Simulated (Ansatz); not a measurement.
```xyz
6

F    -0.9505   -1.3250   -0.0736
F    -0.7224    0.6905   -1.5368
F     0.4057    1.9170    0.3281
F     0.1770   -0.0982    1.7916
Mo    0.1527    0.1371   -0.0253
O     1.6051   -0.4059   -0.5464
```

Geometry: PBE0-D4/def2-SVP; core potentials replace the inner electrons of Mo.

All numbers below come from isolated molecule in a Gaussian basis; Kohn-Sham density functional theory, functional PBE0 in Ansatz.

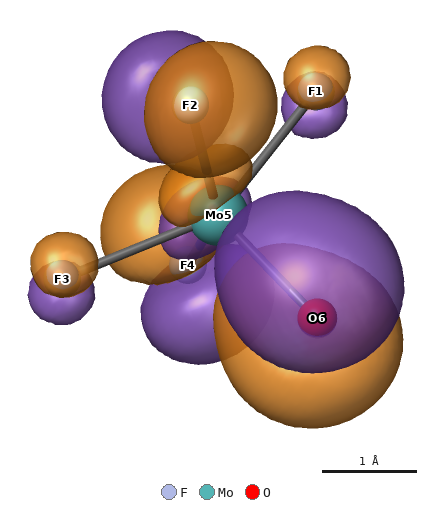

F$_{4}$MoO. The HOMO at ±0.1 Å⁻³ᐟ² (orange and purple are the two phases), seen at an oblique angle.

Describe this orbital and give its energy.

Its weight (Hirshfeld) is mainly on O6 (about 50 %), F2 (about 20 %), F4 (about 20 %) and Mo5 (about 10 %); largely a combination of lone pairs on O6, F2 and F4. It is one of a degenerate set, so its orientation is arbitrary. Its energy is −11.96 eV.
